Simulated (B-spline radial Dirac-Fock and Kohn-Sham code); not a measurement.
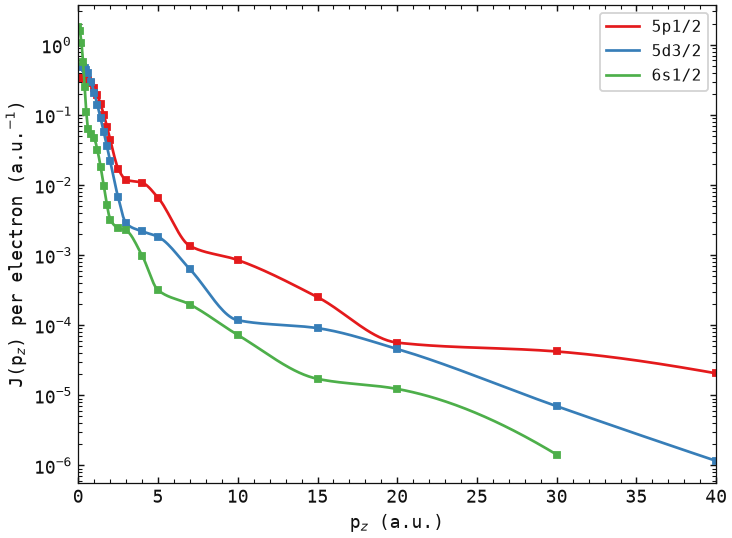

Compton profiles of the subshells 5p1/2, 5d3/2 and 6s1/2, per electron. It refers to neutral erbium in the configuration [Xe] 4f11 5d1 6s2, which is not the ground configuration. Computed with a B-spline radial atomic code: the impulse approximation on Dirac–Fock orbitals (average of configuration). Open shells are averaged over j.

Which of the subshells shown has the highest J(0), and what does that say?

6s1/2, J(0) = 1.83 a.u.⁻¹. J(0) is half the mean of 1/p, so of those shown it has the most weight at low momentum.
